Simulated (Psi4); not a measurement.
Run report: GeHBrO, energy and gradient calculation

GeHBrO, SMILES [OH][Ge][Br], computed with wB97X-D/def2-TZVP, RKS (Psi4 1.11).

The geometry comes from this level: PBE0-D4/def2-TZVP.

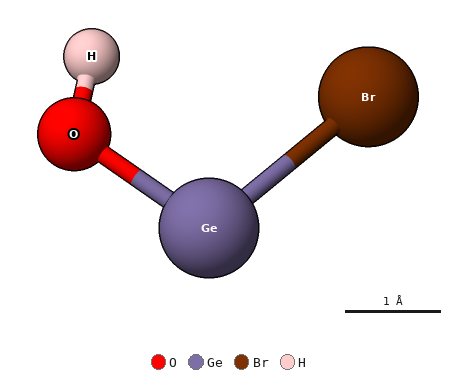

*The structure (ball-and-stick view, seen at a tilt). Sticks mark near contacts.*

**Input file (calc.dat)**
```
memory 1.6 GB

molecule m {
  0 1
  O     -0.884800     0.569300    -0.516300
  Ge    -0.674200    -0.628600     0.771400
  Br     1.688500    -0.856600     0.675300
  H     -0.074000     0.855700    -0.950600
  symmetry c1
}

set globals {
  basis                   def2-TZVP
  scf_type                df
  scf_initial_accelerator none
}

E, wfn = gradient('wb97x-d', return_wfn=True)
```

Run on 1 thread of Intel Xeon @ 2.50GHz (Skylake/Cascade Lake), 192 GiB of memory available, shared host.

Launched with:
```bash
psi4 -n 1 calc.dat calc.out
```

**The program's output**
```
Psi4 1.11 release

gradient() will perform analytic gradient computation.

   => Loading Basis Set <=

    Name: DEF2-TZVP
    Role: ORBITAL
    Keyword: BASIS

   => WB97X-D: Empirical Dispersion <=

    Chai and Head-Gordon Dispersion Correction

        s6 =       1.000000

         ---------------------------------------------------------
                                   SCF
                              RKS Reference
                        1 Threads,   1525 MiB Core
         ---------------------------------------------------------

  ==> Geometry <==

    Molecular point group: c1
    Full point group: C1

    Geometry (in Angstrom), charge = 0, multiplicity = 1:

       Center              X                  Y                   Z               Mass
    ------------   -----------------  -----------------  -----------------  -----------------
         O           -1.292172567434     1.182221675751    -1.111559036126    15.994914619570
         GE          -1.081572567434    -0.015678324249     0.176140963874    73.921177761000
         BR           1.281127432566    -0.243678324249     0.080040963874    78.918337600000
         H           -0.481372567434     1.468621675751    -1.545859036126     1.007825032230

  Running in c1 symmetry.

  Rotational constants: A =      0.40659  B =      0.06593  C =      0.05673 [cm^-1]
  Rotational constants: A =  12189.12830  B =   1976.58446  C =   1700.78570 [MHz]
  Nuclear repulsion =  390.526856382917515

  Charge       = 0
  Multiplicity = 1
  Electrons    = 76
  Nalpha       = 38
  Nbeta        = 38

  ==> Algorithm <==

  SCF Algorithm Type is DF.
  DIIS enabled.
  MOM disabled.
  Fractional occupation disabled.
  Guess Type is SAD.
  Energy threshold   = 1.00e-08
  Density threshold  = 1.00e-08
  Integral threshold = 1.00e-12

  ==> Primary Basis <==

  Basis Set: DEF2-TZVP
    Blend: DEF2-TZVP
    Number of shells: 47
    Number of basis functions: 133
    Number of Cartesian functions: 152
    Spherical Harmonics?: true
    Max angular momentum: 3

  ==> DFT Potential <==

   => LibXC <=

    Version 7.1.2

   => Composite Functional: WB97X-D <=

    wB97X-D Hyb-GGA Exchange-Correlation Functional

    Deriv               =              1
    GGA                 =           TRUE
    Meta                =          FALSE

    Exchange Hybrid     =           TRUE
    MP2 Hybrid          =          FALSE

   => Exchange-Correlation Functionals <=

    1.0000   wB97X-D range-separated functional

   => Exact (HF) Exchange <=

    0.7780            HF,LR [omega = 0.2000]
    0.2220               HF

   => LibXC Density Thresholds  <==

    XC_HYB_GGA_XC_WB97X_D:  1.00E-14

   => Molecular Quadrature <=

    Radial Scheme          =       TREUTLER
    Pruning Scheme         =           NONE
    Nuclear Scheme         =       TREUTLER

    Blocking Scheme        =         OCTREE
    BS radius alpha        =              1
    Pruning alpha          =              1
    Radial Points          =             75
    Spherical Points       =            302
    Total Points           =          85204
    Total Blocks           =            700
    Max Points             =            255
    Max Functions          =            129
    Weights Tolerance      =       1.00E-15

   => Loading Basis Set <=

    Name: (DEF2-TZVP AUX)
    Role: JKFIT
    Keyword: DF_BASIS_SCF

  ==> Integral Setup <==

  DFHelper Memory: AOs need 0.246 GiB; user supplied 0.874 GiB.
  SCF_SUBTYPE=INCORE selected. In-core MEM_DF algorithm will be used.
  Using in-core AOs.

  ==> MemDFJK: Density-Fitted J/K Matrices <==

    J tasked:                   Yes
    K tasked:                   Yes
    wK tasked:                  Yes
    Omega:                2.000E-01
    Memory [MiB]:               894
    Algorithm:                 Core
    Schwarz Cutoff:           1E-12
    Mask sparsity (%):       3.9233
    Fitting Condition:        1E-10

   => Auxiliary Basis Set <=

  Basis Set: (DEF2-TZVP AUX)
    Blend: DEF2-UNIVERSAL-JKFIT
    Number of shells: 151
    Number of basis functions: 627
    Number of Cartesian functions: 855
    Spherical Harmonics?: true
    Max angular momentum: 5

  Cached 100.0% of DFT collocation blocks in 0.244 [GiB].

  Minimum eigenvalue in the overlap matrix is 4.0464818703E-03.
  Reciprocal condition number of the overlap matrix is 7.7067726248E-04.
    Using symmetric orthogonalization.

  ==> Pre-Iterations <==

  SCF Guess: Superposition of Atomic Densities via on-the-fly atomic UHF (no occupation information).

   -------------------------
    Irrep   Nso     Nmo
   -------------------------
     A        133     133
   -------------------------
    Total     133     133
   -------------------------

  ==> Iterations <==

                           Total Energy        Delta E     RMS |[F,P]|

   @DF-RKS iter SAD: -4721.77715180399082   -4.72178e+03   0.00000e+00
   @DF-RKS iter   1: -4725.65250885204114   -3.87536e+00   2.43184e-02 DIIS
   @DF-RKS iter   2: -4724.92513892950319    7.27370e-01   3.29425e-02 DIIS
   @DF-RKS iter   3: -4727.18037833236212   -2.25524e+00   2.27987e-03 DIIS
   @DF-RKS iter   4: -4727.19020902864577   -9.83070e-03   8.80434e-04 DIIS
   @DF-RKS iter   5: -4727.19243788838230   -2.22886e-03   1.88346e-04 DIIS
   @DF-RKS iter   6: -4727.19265999865547   -2.22110e-04   4.71817e-05 DIIS
   @DF-RKS iter   7: -4727.19267742371539   -1.74251e-05   1.50657e-05 DIIS
   @DF-RKS iter   8: -4727.19268003470552   -2.61099e-06   2.93190e-06 DIIS
   @DF-RKS iter   9: -4727.19268026169357   -2.26988e-07   9.56824e-07 DIIS
   @DF-RKS iter  10: -4727.19268028700662   -2.53131e-08   3.23270e-07 DIIS
   @DF-RKS iter  11: -4727.19268029163504   -4.62842e-09   7.10420e-08 DIIS
   @DF-RKS iter  12: -4727.19268029184059   -2.05546e-10   2.13290e-08 DIIS
   @DF-RKS iter  13: -4727.19268029185332   -1.27329e-11   9.44899e-09 DIIS
  Energy and wave function converged.

  ==> Post-Iterations <==

   Electrons on quadrature grid:
      Ntotal   =   75.9999813005 ; deviation = -1.870e-05

    Orbital Energies [Eh]
    ---------------------

    Doubly Occupied:

       1A   -483.115529     2A   -399.044573     3A    -62.664628
       4A    -56.454197     5A    -56.453031     6A    -56.452583
       7A    -49.991294     8A    -44.490466     9A    -44.489070
      10A    -44.487330    11A    -19.272250    12A     -8.805217
      13A     -6.622320    14A     -6.618423    15A     -6.617031
      16A     -6.376922    17A     -4.544373    18A     -4.540282
      19A     -4.535140    20A     -2.727265    21A     -2.726297
      22A     -2.725231    23A     -2.722073    24A     -2.721988
      25A     -1.356570    26A     -1.354237    27A     -1.352331
      28A     -1.350191    29A     -1.346552    30A     -1.105887
      31A     -0.858676    32A     -0.647746    33A     -0.539759
      34A     -0.446079    35A     -0.445079    36A     -0.382784
      37A     -0.381328    38A     -0.355740

    Virtual:

      39A     -0.028293    40A      0.049638    41A      0.083612
      42A      0.140429    43A      0.239630    44A      0.251504
      45A      0.259382    46A      0.281127    47A      0.287622
      48A      0.323387    49A      0.326905    50A      0.337817
      51A      0.368127    52A      0.389886    53A      0.391662
      54A      0.416154    55A      0.427874    56A      0.460651
      57A      0.493725    58A      0.531517    59A      0.574132
      60A      0.588258    61A      0.602416    62A      0.627352
      63A      0.706946    64A      0.872682    65A      0.928229
      66A      0.929180    67A      0.941418    68A      0.949955
      69A      1.030748    70A      1.048257    71A      1.089328
      72A      1.125166    73A      1.157109    74A      1.180957
      75A      1.192773    76A      1.237520    77A      1.378686
      78A      1.408670    79A      1.433201    80A      1.436779
      81A      1.481741    82A      1.514711    83A      1.571838
      84A      1.617888    85A      1.620288    86A      1.635889
      87A      1.652883    88A      1.667529    89A      1.697878
      90A      1.709798    91A      1.747396    92A      1.806955
      93A      1.867210    94A      1.923092    95A      1.962055
      96A      1.982639    97A      2.084717    98A      2.207506
      99A      2.293247   100A      2.465933   101A      2.628792
     102A      2.673127   103A      2.678716   104A      2.718069
     105A      2.764332   106A      2.826131   107A      2.894130
     108A      2.963755   109A      3.328236   110A      3.779976
     111A      3.859233   112A      3.985604   113A      4.094903
     114A      4.106180   115A      4.166941   116A      4.180989
     117A      4.202514   118A      4.665431   119A      5.197648
     120A      5.207740   121A      5.228212   122A      5.290200
     123A      5.464558   124A      5.501739   125A      5.655319
     126A      6.258732   127A      6.413703   128A      6.571902
     129A      6.580822   130A      6.982119   131A      7.058324
     132A      7.546672   133A     43.587454

    Final Occupation by Irrep:
              A
    DOCC [    38 ]
    NA   [    38 ]
    NB   [    38 ]

  @DF-RKS Final Energy: -4727.19268029185332

   => Energetics <=

    Nuclear Repulsion Energy =            390.5268563829175150
    One-Electron Energy =               -7361.1710574686412656
    Two-Electron Energy =                2377.4029286377631252
    DFT Exchange-Correlation Energy =    -133.9508315190123255
    Empirical Dispersion Energy =          -0.0005763248810272
    VV10 Nonlocal Energy =                  0.0000000000000000
    Total Energy =                      -4727.1926802918533213

Computation Completed

Properties will be evaluated at   0.000000,   0.000000,   0.000000 [a0]

Properties computed using the SCF density matrix

 Multipole Moments:

 ------------------------------------------------------------------------------------
     Multipole            Electronic (a.u.)      Nuclear  (a.u.)        Total (a.u.)
 ------------------------------------------------------------------------------------

 L = 1.  Multiply by 2.5417464519 to convert [e a0] to [Debye]
 Dipole X            :          0.7646815           -1.1142111           -0.3495296
 Dipole Y            :         -3.5576636            3.5828213            0.0251576
 Dipole Z            :          3.8038816           -3.7801831            0.0236985
 Magnitude           :                                                    0.3512342

 ------------------------------------------------------------------------------------

	total time  =         10 seconds =       0.17 minutes

         ------------------------------------------------------------
                                   SCF GRAD
         ------------------------------------------------------------

  ==> Geometry <==

    Molecular point group: c1
    Full point group: C1

    Geometry (in Angstrom), charge = 0, multiplicity = 1:

       Center              X                  Y                   Z               Mass
    ------------   -----------------  -----------------  -----------------  -----------------
         O           -1.292172567434     1.182221675751    -1.111559036126    15.994914619570
         GE          -1.081572567434    -0.015678324249     0.176140963874    73.921177761000
         BR           1.281127432566    -0.243678324249     0.080040963874    78.918337600000
         H           -0.481372567434     1.468621675751    -1.545859036126     1.007825032230

  Nuclear repulsion =  390.526856382917515

  ==> Basis Set <==

  Basis Set: DEF2-TZVP
    Blend: DEF2-TZVP
    Number of shells: 47
    Number of basis functions: 133
    Number of Cartesian functions: 152
    Spherical Harmonics?: true
    Max angular momentum: 3

  ==> DFJKGrad: Density-Fitted SCF Gradients <==

    Gradient:                    1
    J tasked:                  Yes
    K tasked:                  Yes
    wK tasked:                 Yes
    Omega:               2.000E-01
    Integrals threads:           1
    Memory [MiB]:             1144
    Schwarz Cutoff:          1E-12
    Fitting Condition:       1E-10

   => Auxiliary Basis Set <=

  Basis Set: (DEF2-TZVP AUX)
    Blend: DEF2-UNIVERSAL-JKFIT
    Number of shells: 151
    Number of basis functions: 627
    Number of Cartesian functions: 855
    Spherical Harmonics?: true
    Max angular momentum: 5

  ==> DFT Potential <==

   => LibXC <=

    Version 7.1.2

   => Composite Functional: WB97X-D <=

    wB97X-D Hyb-GGA Exchange-Correlation Functional

    Deriv               =              1
    GGA                 =           TRUE
    Meta                =          FALSE

    Exchange Hybrid     =           TRUE
    MP2 Hybrid          =          FALSE

   => Exchange-Correlation Functionals <=

    1.0000   wB97X-D range-separated functional

   => Exact (HF) Exchange <=

    0.7780            HF,LR [omega = 0.2000]
    0.2220               HF

   => LibXC Density Thresholds  <==

    XC_HYB_GGA_XC_WB97X_D:  1.00E-14

   => Molecular Quadrature <=

    Radial Scheme          =       TREUTLER
    Pruning Scheme         =           NONE
    Nuclear Scheme         =       TREUTLER

    Blocking Scheme        =         OCTREE
    BS radius alpha        =              1
    Pruning alpha          =              1
    Radial Points          =             75
    Spherical Points       =            302
    Total Points           =          85204
    Total Blocks           =            700
    Max Points             =            255
    Max Functions          =            129
    Weights Tolerance      =       1.00E-15

  -Total Gradient:
     Atom            X                  Y                   Z
    ------   -----------------  -----------------  -----------------
       1       -0.002337929602    -0.000315276188     0.000688775432
       2        0.000746833834     0.000527012480    -0.000689014418
       3       -0.000133649972     0.000186722502    -0.000186334333
       4        0.002148376263     0.000027458241    -0.000344514391

	total time  =          7 seconds =       0.12 minutes

    Psi4 run time: 0:00:17.54
```

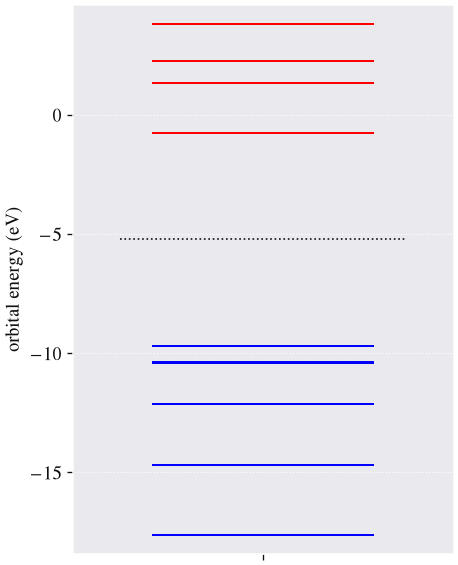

*Orbital energies near the frontier; the dotted line parts filled from empty levels, and levels within 0.02 eV of each other stand side by side.*

Highest filled −9.68 eV, lowest empty −0.77 eV, 8.91 eV apart.

**Results in brief**

- outcome: converged
- total energy: −4727.192680 hartree
- dispersion energy: −0.000576 hartree
- basis functions: 133
- largest force: 0.126 eV/Å
- HOMO: −9.68 eV
- LUMO: −0.77 eV
- dipole moment: 0.89 D
- wall time: 20 s
- peak memory: 0.72 GiB
